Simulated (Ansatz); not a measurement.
System (SMILES): C[S] (CH3-S), doublet.
Atoms: C1, S2, H3, H4, H5. Bonds: C1-S2, C1-H3, C1-H4, C1-H5.

Basis-set convergence of the optimised C1-S2 bond length at B3LYP with Ansatz (a first-principles code). Cartesian d functions, on some or all atoms, in 6-31+G*, 6-31G**, 6-311+G**; all else is spherical. The program fits the integrals of some runs and decomposes those of others, by size. Open shells are unrestricted. No added dispersion term, no relativity. Reference: the value in pcseg-3, 1.7969 Å, itself unsure by roughly 0.0003 Å (its mean distance from def2-QZVPP, cc-pV(Q+d)Z). Deviations are taken from unrounded values.

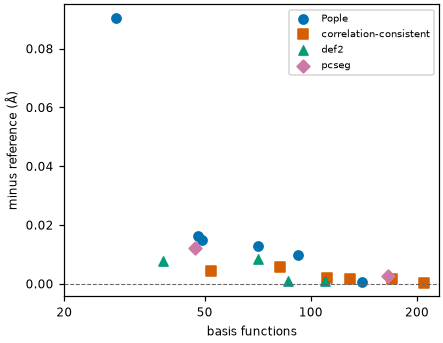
Figure: Deviation from the reference against the number of basis functions, by family of sets.

```tsv
basis	functions	optimised C1-S2 bond length (Å)	minus reference (Å)
3-21G	28	1.8875	0.0905
def2-SV(P)	38	1.8047	0.0077
pcseg-1	47	1.8092	0.0123
6-31+G*	48	1.8131	0.0161
6-31G**	49	1.8117	0.0148
cc-pV(D+d)Z	52	1.8012	0.0043
6-311+G**	71	1.8097	0.0127
def2-SVPD	71	1.8055	0.0085
aug-cc-pV(D+d)Z	82	1.8026	0.0056
def2-TZVP	86	1.7978	0.0009
6-311++G(2d,2p)	92	1.8068	0.0098
def2-TZVPD	110	1.7978	0.0009
cc-pV(T+d)Z	111	1.7990	0.0020
jun-cc-pV(T+d)Z	129	1.7986	0.0016
6-311++G(3df,3pd)	140	1.7977	0.0007
aug-pcseg-2	165	1.7997	0.0028
aug-cc-pV(T+d)Z	170	1.7986	0.0017
cc-pV(Q+d)Z	209	1.7971	0.0002
```
